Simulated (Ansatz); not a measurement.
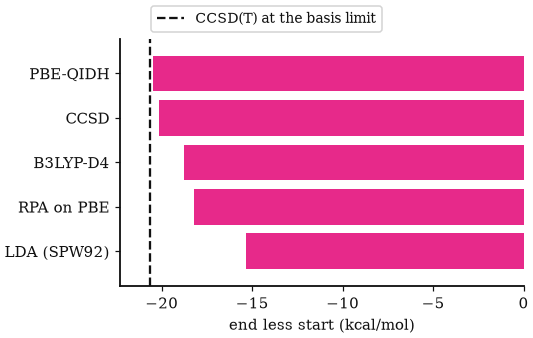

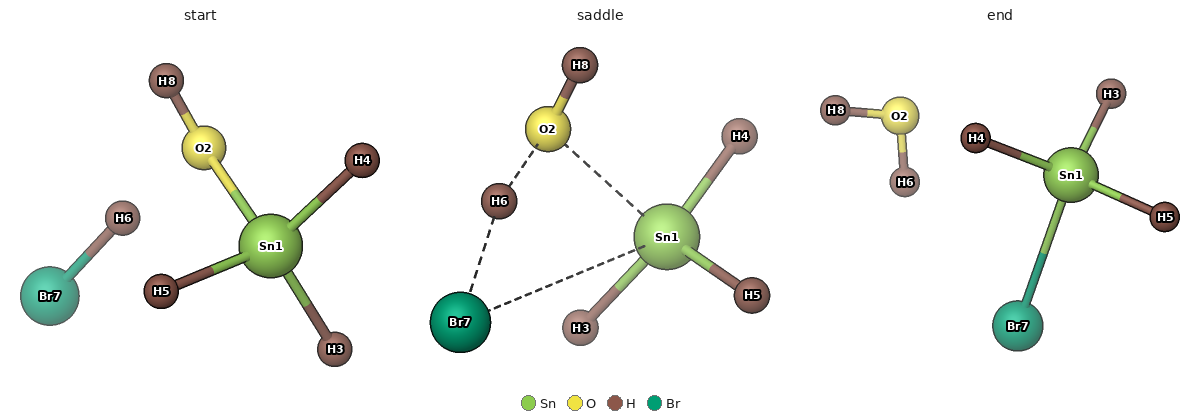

Energy change in one step of SnH₅OBr, singlet at several levels. In the step Sn1–Br7 (4.17 → 3.55 → 2.51 Å) and O2–H6 (1.60 → 1.25 → 0.96 Å) form; Sn1–O2 (2.00 → 2.05 → 3.12 Å) and H6–Br7 (1.48 → 1.65 → 2.70 Å) break (lengths at start, saddle and end; changes of bond order aren't listed). Electronic energies at PBE0-D4/def2-TZVP geometries, energies in def2-TZVPP, the Ansatz code; cores frozen in correlated methods, no zero-point terms. Start and end are the structures at the ends of the path (complexes, where there are several molecules). On heavy atoms the filled d shell below the valence is correlated. The line is the MP2 basis limit plus CCSD(T) less MP2 in triple zeta. PBE-QIDH and RPA on PBE hold a correlation term that converges slowly with the basis, so part of the distance to the limit is basis error. No dispersion term is added to PBE-QIDH. The distance of CCSD to the limit includes basis error. The limit lies 1.4 kcal/mol from CCSD(T) in triple zeta, so the line itself is uncertain by a part of that.

What range do the values span, the line included?

Answer. From −20.6 kcal/mol (CCSD(T) at the basis limit) to −15.4 kcal/mol (LDA (SPW92)).

Give the values.

Answer.
```tsv
level	kcal/mol	less CCSD(T) at the basis limit
PBE-QIDH	−20.5	0.1
CCSD	−20.2	0.5
B3LYP-D4	−18.8	1.8
RPA on PBE	−18.2	2.4
LDA (SPW92)	−15.4	5.3
CCSD(T) at the basis limit	−20.6	0.0
```

Limits of at least one run: core potentials past krypton; no scalar relativity up to krypton; spin-orbit coupling is left out, and with Sn it can shift these energies.
